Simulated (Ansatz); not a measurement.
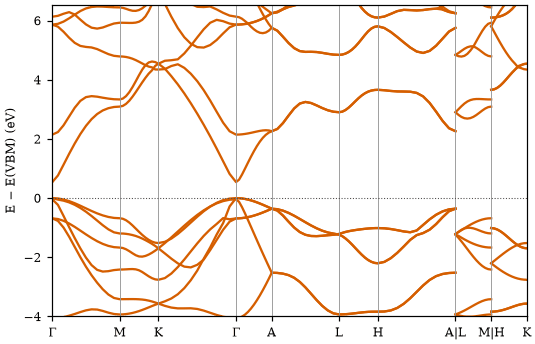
Fig. 1. Band structure from plane-wave PAW PBE (Ansatz code)

Q: Read off the gap and where the band edges lie.

A: About 0.5 eV (0.54 eV by a search for the band edges); maximum at Γ, minimum at Γ.

The material is CdSe (wurtzite, P6_3mc).

Symmetry was held in the PBE relaxation. Scalar-relativistic: spin–orbit coupling is off unless named, which matters more the heavier the elements.

Potentials: the earlier of the program's two PAW sets.
